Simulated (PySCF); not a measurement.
# C₅H₇BO₃: NMR shifts and electronic excitations in gas and solvents, part 2 of 2

PySCF 2.14.0. Atoms count from 0. Earlier steps stand in the parts before.

## (5) Excited states and response: CAM-B3LYP/def2-SVPD

What the job is given:

```
{"job": {"kind": "uv", "xc": "CAM-B3LYP", "basis": "def2-SVPD", "dynamic": true, "nstates": 6, "ntriplets": 0}, "charge": 0, "multiplicity": 1}
C     -0.570385    -2.038634     0.416934
O     -1.137292    -0.758218     0.303549
B     -0.452004     0.371193     0.012851
C      1.073143     0.359090    -0.253543
C      2.277670     0.303045    -0.441674
C      3.697002     0.255517    -0.718337
O      4.531225    -0.096417     0.076538
O     -1.095707     1.554972    -0.049319
C     -2.476144     1.637685     0.213565
H      0.529560    -2.002777     0.464693
H     -0.950695    -2.516428     1.331985
H     -0.867064    -2.656746    -0.444934
H      3.969657     0.576182    -1.753576
H     -3.057640     1.022794    -0.491859
H     -2.711861     1.297179     1.234580
H     -2.779192     2.688179     0.108098
```

Method: TDDFT CAM-B3LYP/def2-SVPD, vertical, gas phase, core orbitals frozen in the response.

Standard output:

```text
coarse grid: 14120 points
cycle   1  E = -444.4448909607  dE =  1.477e+00  |g| = 1.078e+00  |ddm| = 1.159e+01
cycle   2  E = -444.1205868445  dE =  3.243e-01  |g| = 1.733e+00  |ddm| = 4.731e+00
cycle   3  E = -444.6751307862  dE = -5.545e-01  |g| = 1.768e-01  |ddm| = 2.923e+00
cycle   4  E = -444.6799902830  dE = -4.859e-03  |g| = 9.470e-02  |ddm| = 4.339e-01
cycle   5  E = -444.6815854566  dE = -1.595e-03  |g| = 1.613e-02  |ddm| = 1.585e-01
cycle   6  E = -444.6816434417  dE = -5.799e-05  |g| = 5.871e-03  |ddm| = 4.972e-02
cycle   7  E = -444.6816513638  dE = -7.922e-06  |g| = 2.884e-03  |ddm| = 2.194e-02
final grid: 138480 points
cycle   8  E = -444.7821641592  dE = -3.772e-05  |g| = 5.936e-03  |ddm| = 2.408e-01
cycle   9  E = -444.7821525905  dE =  1.157e-05  |g| = 9.391e-03  |ddm| = 3.006e-02
cycle  10  E = -444.7821725184  dE = -1.993e-05  |g| = 7.429e-04  |ddm| = 1.386e-02
cycle  11  E = -444.7821726458  dE = -1.274e-07  |g| = 2.210e-04  |ddm| = 1.491e-03
cycle  12  E = -444.7821726578  dE = -1.203e-08  |g| = 1.491e-04  |ddm| = 5.363e-04
cycle  13  E = -444.7821726626  dE = -4.711e-09  |g| = 2.513e-05  |ddm| = 2.448e-04
cycle  14  E = -444.7821726631  dE = -5.446e-10  |g| = 1.716e-05  |ddm| = 1.028e-04
converged SCF energy = -444.7821726631

Static polarisability (au): isotropic 86.575, principal 62.369 76.040 121.315

Singlet excitations
state   eV       nm        f      main configurations
  1   3.8758    319.9   0.00037   H->L 0.93
  2   4.7339    261.9   0.00028   H-1->L 0.59, H-2->L 0.22, H-3->L 0.13
  3   5.4575    227.2   0.09298   H-2->L 0.53, H-1->L 0.17, H-2->L+1 0.12
  4   6.1297    202.3   0.00175   H-2->L+1 0.64, H-1->L+1 0.23
  5   6.6887    185.4   0.03578   H-3->L 0.80, H-1->L 0.13
  6   6.8696    180.5   0.00476   H->L+1 0.87
```

Wall time 2.5 min (1 thread of Intel Xeon at 2.50GHz, shared host); peak memory 1.2 GiB.

Frontier orbitals and where they lie:

```csv
orbital,eV,atoms
HOMO−3,-10.21,"O1 33 %, O7 21 %, C0 9 %"
HOMO−2,-10.05,"C4 38 %, C3 36 %, O6 11 %"
HOMO−1,-9.97,"C3 30 %, C4 29 %, O7 18 %"
HOMO,-9.67,"O6 68 %, C5 15 %, H12 8 %"
LUMO,-1.10,"C5 27 %, O6 26 %, C3 19 %"
LUMO+1,0.37,"C4 23 %, C3 22 %, B2 16 %"
LUMO+2,0.79,"B2 46 %, C0 8 %, C8 8 %"
```

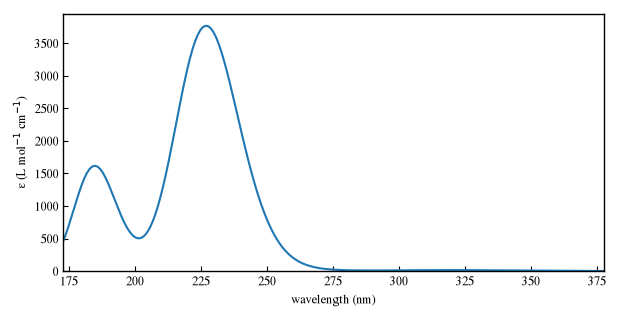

Absorption spectrum: each of the 6 states is a Gaussian band of 0.4 eV half-width at 1/e. Beyond the last state computed it falls off for lack of states.

Further results of this job:

| property | computed |
| --- | --- |
| dipole moment (D) | 3.42 |
| polarisability (Å³) | 12.83 |
| HOMO–LUMO gap (eV) | 8.57 |
| −ε(HOMO) (eV) | 9.67 |
| C6 with itself (au) | 2991 |

## (6) TDDFT and polarisability: CAM-B3LYP/def2-SVPD in chloroform

Same as in step 5 but for these lines:

```diff
@@ -1,2 +1,2 @@
-{"job": {"kind": "uv", "xc": "CAM-B3LYP", "basis": "def2-SVPD", "dynamic": true, "nstates": 6, "ntriplets": 0}, "charge": 0, "multiplicity": 1}
+{"job": {"kind": "uv", "xc": "CAM-B3LYP", "basis": "def2-SVPD", "solvent": "chloroform", "nstates": 6, "ntriplets": 0}, "charge": 0, "multiplicity": 1}
 C     -0.570385    -2.038634     0.416934
```

Method: TDDFT CAM-B3LYP/def2-SVPD, vertical, IEF-PCM chloroform (non-equilibrium linear response), core orbitals frozen in the response.

Standard output:

```text
coarse grid: 14120 points
cycle   1  E = -444.4656066912  dE =  1.456e+00  |g| = 1.055e+00  |ddm| = 1.159e+01
cycle   2  E = -444.2168046137  dE =  2.488e-01  |g| = 1.603e+00  |ddm| = 4.515e+00
cycle   3  E = -444.6850487847  dE = -4.682e-01  |g| = 1.432e-01  |ddm| = 2.716e+00
cycle   4  E = -444.6880752242  dE = -3.026e-03  |g| = 8.361e-02  |ddm| = 3.688e-01
cycle   5  E = -444.6893255862  dE = -1.250e-03  |g| = 1.453e-02  |ddm| = 1.429e-01
cycle   6  E = -444.6893711729  dE = -4.559e-05  |g| = 5.356e-03  |ddm| = 4.740e-02
cycle   7  E = -444.6893781240  dE = -6.951e-06  |g| = 2.415e-03  |ddm| = 1.947e-02
final grid: 138480 points
cycle   8  E = -444.7898527873  dE = -3.966e-05  |g| = 5.041e-03  |ddm| = 2.427e-01
cycle   9  E = -444.7898475222  dE =  5.265e-06  |g| = 7.231e-03  |ddm| = 2.625e-02
cycle  10  E = -444.7898587962  dE = -1.127e-05  |g| = 6.418e-04  |ddm| = 1.135e-02
cycle  11  E = -444.7898588932  dE = -9.699e-08  |g| = 2.106e-04  |ddm| = 1.324e-03
cycle  12  E = -444.7898589067  dE = -1.351e-08  |g| = 7.901e-05  |ddm| = 5.586e-04
cycle  13  E = -444.7898589082  dE = -1.505e-09  |g| = 3.034e-05  |ddm| = 1.824e-04
cycle  14  E = -444.7898589087  dE = -5.557e-10  |g| = 1.260e-05  |ddm| = 1.061e-04
converged SCF energy = -444.7898589087

Static polarisability (au): isotropic 102.722, principal 75.256 89.981 142.930

Singlet excitations
state   eV       nm        f      main configurations
  1   3.9767    311.8   0.00045   H->L 0.94
  2   4.6995    263.8   0.00043   H-3->L 0.47, H-1->L 0.46
  3   5.4178    228.8   0.13421   H-2->L 0.56, H-3->L+1 0.12, H-3->L 0.12
  4   6.1611    201.2   0.00174   H-2->L+1 0.67, H-3->L+1 0.13, H-1->L+1 0.09
  5   6.5060    190.6   0.03765   H-1->L 0.39, H-3->L 0.32, H-2->L 0.23
  6   6.9756    177.7   0.02072   H->L+1 0.78
```

Wall time 1.8 min (1 thread of Intel Xeon at 2.50GHz, shared host); peak memory 1.3 GiB.

This run: HOMO -9.83 eV, LUMO -1.16 eV; lowest singlet 3.98 eV.

## (7) TDDFT and polarisability: CAM-B3LYP/def2-SVPD in dimethylsulfoxide

Same as in step 6 but for these lines:

```diff
@@ -1,2 +1,2 @@
-{"job": {"kind": "uv", "xc": "CAM-B3LYP", "basis": "def2-SVPD", "solvent": "chloroform", "nstates": 6, "ntriplets": 0}, "charge": 0, "multiplicity": 1}
+{"job": {"kind": "uv", "xc": "CAM-B3LYP", "basis": "def2-SVPD", "solvent": "dimethylsulfoxide", "nstates": 6, "ntriplets": 0}, "charge": 0, "multiplicity": 1}
 C     -0.570385    -2.038634     0.416934
```

With the program's defaults for keys left out, this is: TDDFT CAM-B3LYP/def2-SVPD, vertical, IEF-PCM dimethylsulfoxide (non-equilibrium linear response), core orbitals frozen in the response.

Standard output:

```text
coarse grid: 14120 points
cycle   1  E = -444.4728121066  dE =  1.449e+00  |g| = 1.048e+00  |ddm| = 1.159e+01
cycle   2  E = -444.2443754832  dE =  2.284e-01  |g| = 1.565e+00  |ddm| = 4.462e+00
cycle   3  E = -444.6886387703  dE = -4.443e-01  |g| = 1.338e-01  |ddm| = 2.670e+00
cycle   4  E = -444.6912438783  dE = -2.605e-03  |g| = 8.009e-02  |ddm| = 3.513e-01
cycle   5  E = -444.6923933619  dE = -1.149e-03  |g| = 1.396e-02  |ddm| = 1.380e-01
cycle   6  E = -444.6924354528  dE = -4.209e-05  |g| = 5.024e-03  |ddm| = 4.637e-02
cycle   7  E = -444.6924417278  dE = -6.275e-06  |g| = 2.160e-03  |ddm| = 1.857e-02
final grid: 138480 points
cycle   8  E = -444.7929019367  dE = -4.024e-05  |g| = 4.689e-03  |ddm| = 2.434e-01
cycle   9  E = -444.7928982852  dE =  3.652e-06  |g| = 6.476e-03  |ddm| = 2.486e-02
cycle  10  E = -444.7929071470  dE = -8.862e-06  |g| = 6.147e-04  |ddm| = 1.046e-02
cycle  11  E = -444.7929072360  dE = -8.895e-08  |g| = 2.135e-04  |ddm| = 1.280e-03
cycle  12  E = -444.7929072500  dE = -1.409e-08  |g| = 5.601e-05  |ddm| = 5.874e-04
cycle  13  E = -444.7929072510  dE = -9.935e-10  |g| = 3.235e-05  |ddm| = 1.772e-04
cycle  14  E = -444.7929072515  dE = -5.016e-10  |g| = 1.227e-05  |ddm| = 9.768e-05
converged SCF energy = -444.7929072515

Static polarisability (au): isotropic 110.181, principal 82.696 96.711 151.134

Singlet excitations
state   eV       nm        f      main configurations
  1   4.0165    308.7   0.00046   H->L 0.94
  2   4.6935    264.2   0.00047   H-1->L 0.35, H-3->L 0.34, H-2->L 0.25
  3   5.4181    228.8   0.13754   H-3->L 0.44, H-2->L 0.27, H-3->L+1 0.12
  4   6.1726    200.9   0.00160   H-3->L+1 0.50, H-2->L+1 0.34
  5   6.4590    192.0   0.03568   H-1->L 0.54, H-2->L 0.35
  6   6.9948    177.3   0.02043   H->L+1 0.60, H-4->L 0.23
```

It took 1.9 min on 1 thread of Intel Xeon at 2.50GHz, shared host; peak memory 1.3 GiB.

Key values: HOMO -9.89 eV, LUMO -1.18 eV; lowest singlet 4.02 eV.

## (8) Side by side: NMR shifts

Shifts (ppm) of some atoms, chosen among heavy atoms and hydrogens apart, means over like atoms, with basis size and wall time:

| run | C5 | C3 | C0 | H12 | H9 | O6 | O1 | functions | time |
| --- | --- | --- | --- | --- | --- | --- | --- | --- | --- |
| PBE0/pcSseg-1 in chloroform | 184.2 | 102.8 | 55.0 | 9.23 | 3.83 | 717.7 | 121.4 | 188 | 72 s |
| PBE0/pcSseg-1 in dimethylsulfoxide | 186.3 | 103.5 | 55.4 | 9.24 | 3.86 | 705.8 | 123.5 | 188 | 68 s |

The continuum's effect on the ground state:

```csv
solvent,ε,polarisation energy (Eh),μ (D)
chloroform,4.71,-0.0084,3.90
dimethylsulfoxide,46.83,-0.0121,4.06
```

## (9) Comparing the runs: electronic excitations

Excitations and ground-state properties, with basis size and wall time:

| run | lowest singlet (eV) | brightest (eV) | f | gap (eV) | α (Å³) | μ (D) | functions | time |
| --- | --- | --- | --- | --- | --- | --- | --- | --- |
| CAM-B3LYP/def2-SVPD | 3.88 | 5.46 | 0.093 | 8.57 | 12.83 | 3.42 | 245 | 2.5 min |
| CAM-B3LYP/def2-SVPD in chloroform | 3.98 | 5.42 | 0.134 | 8.67 | 15.22 | 3.97 | 245 | 1.8 min |
| CAM-B3LYP/def2-SVPD in dimethylsulfoxide | 4.02 | 5.42 | 0.138 | 8.71 | 16.33 | 4.18 | 245 | 1.9 min |

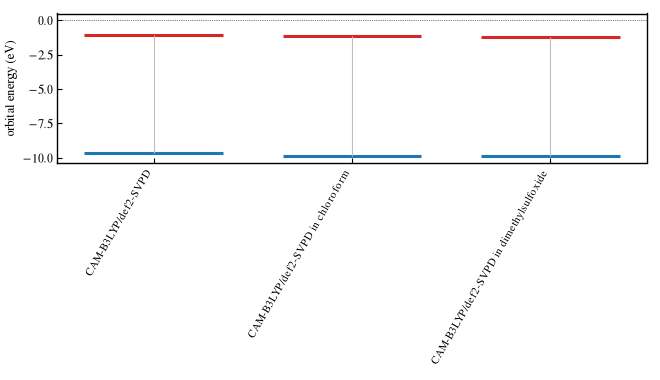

HOMO (blue) and LUMO (red) run by run.

The continuum's effect on the ground state:

```
          solvent      ε  polarisation energy (Eh)  μ (D)
       chloroform   4.71                   -0.0086   3.97
dimethylsulfoxide  46.83                   -0.0126   4.18
```

## (10) Outcome

This closing draws on all 2 parts.

| quantity | value |
| --- | --- |
| point group | C1 |
| rotational constants (main isotopes) | 2.98, 0.71, 0.59 GHz |
| 13C shifts against TMS (PBE0/pcSseg-1, chloroform, means over atoms taken as alike) | 184.2, 104.7, 102.8, 55.0 ppm |
| 1H shifts against TMS (PBE0/pcSseg-1, chloroform, means over atoms taken as alike) | 9.23, 3.83 ppm |
| 17O shifts against H2O (PBE0/pcSseg-1, chloroform, means over atoms taken as alike) | 717.7, 121.4 ppm |
| 11B shifts against BF3·OEt2 (PBE0/pcSseg-1, chloroform) | 20.1 ppm |
| lowest singlet (CAM-B3LYP/def2-SVPD) | 3.88 eV (320 nm), f = 0.000 |
| brightest single state of those computed | state 3, 5.46 eV, f = 0.093 |
| range of the shift of O6 | 705.8 to 717.7 ppm |
| range of the lowest singlet | 3.88 to 4.02 eV |

The start of the PBE0/def2-SVP relaxation was shaken at random by about 0.01 Å, so part of the energy gained, and of the first lengths quoted, undoes that. Over 17 steps the energy fell by 0.249 eV; of the close pairs, B2–C3 changed most, 1.598 to 1.548 Å. The most deshielded carbon is C5 (aldehyde carbonyl carbon), at 184.2 ppm: low-lying n→π* states of the double bond to the heteroatom give a large paramagnetic term (-248 ppm). H12 (hydrogen on an aldehyde carbonyl carbon) lies farthest downfield among hydrogen, at 9.23 ppm; the formyl region, downfield of aromatic protons. The lowest singlet, at 3.88 eV, is HOMO→LUMO 0.93 and is dark; of the 6 states computed, the strongest absorption comes from state 3 at 5.46 eV. Across the 2 runs the shift of O6 moves most, between 705.8 (PBE0/pcSseg-1 in dimethylsulfoxide) and 717.7 ppm (PBE0/pcSseg-1 in chloroform). Each shift counts from a reference computed in the same medium, and that reference moves with the solvent too, so shifts and shieldings show the solvent's effect differently. The continuum holds electrostatics alone: no hydrogen bonds to the solvent, and the gas-phase geometry is kept. The lowest singlet runs from 3.88 eV (CAM-B3LYP/def2-SVPD) to 4.02 eV (CAM-B3LYP/def2-SVPD in dimethylsulfoxide), while the orbital gap spans 8.57 to 8.71 eV. The lowest state need not be the same one in every run.
